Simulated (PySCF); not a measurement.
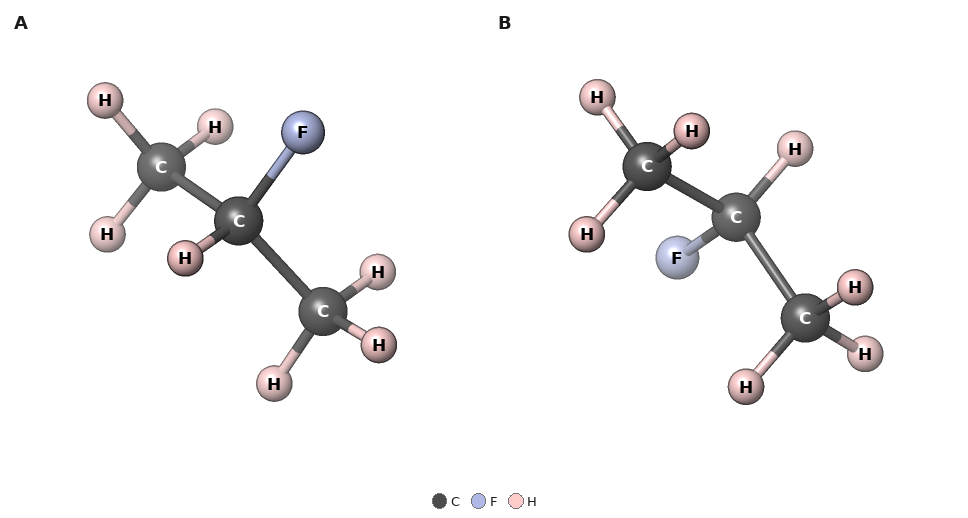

Atoms fade into the background with distance from the viewer. The computed structure is the end point of a GFN2-xTB optimisation. No frequency run is at hand to confirm it as a minimum.

> Are A and B the same structure? If not, how do they differ?

Yes. They are the same structure, C3H7F (CC(C)F), seen from two directions. With point group Cs it is achiral, so its mirror image would be the same too.
